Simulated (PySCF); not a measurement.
Ga(Me)2(iPr), SMILES C[CH](C)[Ga]([CH3])[CH3], singlet, GFN2-xTB optimised geometry. Atoms within 1.6 Å of the plane z = 0.0 Å (x, y, z in Å): Ga1 (0.16, -0.70, 0.00), C2 (2.21, -0.70, 0.00), H3 (2.62, -0.02, -0.76), H4 (2.59, -1.70, -0.20), H5 (2.61, -0.38, 0.97), C6 (-0.86, -2.49, -0.01), H7 (-1.87, -2.39, 0.40), H8 (-0.32, -3.23, 0.59), H9 (-0.94, -2.88, -1.02), C10 (-0.90, 1.10, 0.00), C11 (-1.96, 1.08, -1.11), C12 (0.05, 2.28, -0.17), H13 (-1.43, 1.22, 0.96), H14 (-2.58, 1.98, -1.08), H16 (-2.62, 0.21, -0.99), H17 (0.80, 2.28, 0.63), H18 (-0.48, 3.23, -0.13), H19 (0.57, 2.22, -1.13).

Level of theory: CAM-B3LYP/def2-SVP run with PySCF. Cells within 0.4 Å of a nucleus heavier than hydrogen are left out (blank, or x).

Map of the electrostatic potential (hartree/e), clipped to [-0.08, 0.12] on the plane z = 0.0 Å:

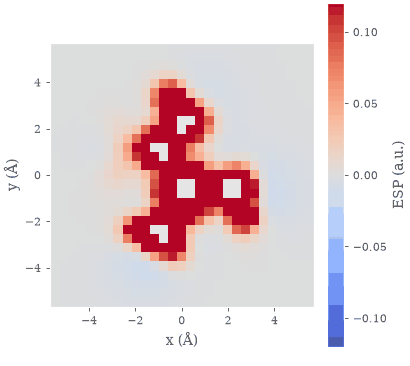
Electrostatic potential (hartree/e), clipped to [-0.08, 0.12] on the plane z = 0.0 Å.
